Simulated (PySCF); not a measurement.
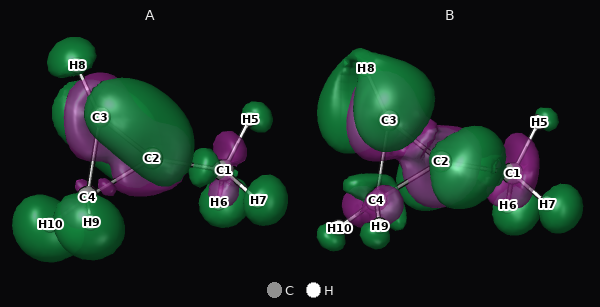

Figure 1: C4H6, SMILES `CC1=CC1`. The two Fukui functions at ±0.03 e/Å³ (green positive, purple negative).

Level of theory: ωB97X/6-311G** (PySCF), at a geometry from GFN2-xTB. No frequency check shows the geometry to be a minimum.

Cartesian coordinates (Å):

```
C1      -1.6167   -0.0649    0.0000
C2      -0.1606    0.0955   -0.0001
C3       0.9238    0.8100   -0.0000
C4       1.1256   -0.6801   -0.0001
H5      -2.1138    0.9037   -0.0004
H6      -1.9284   -0.6270    0.8811
H7      -1.9285   -0.6276   -0.8806
H8       1.4263    1.7448    0.0000
H9       1.4559   -1.1787   -0.9062
H10      1.4560   -1.1780    0.9069
```

**Which panel is f⁻ (electron removed) and which f⁺ (electron added)?**

A is f⁻, B is f⁺. f⁻ (Hirshfeld-condensed) is largest on C3 (0.23) and C2 (0.18); the vertical ionisation energy is 9.12 eV. f⁺ (Hirshfeld-condensed) is largest on C3 (0.24) and C2 (0.19); the vertical electron affinity is −2.87 eV (the stability of the anion's solution wasn't checked; negative, but this basis has no diffuse functions, so it doesn't show that the anion is unbound).

**What chemical potential and hardness follow from the two energies?**

μ = −(I + A)/2 = −3.13 eV and η = I − A = 11.99 eV.
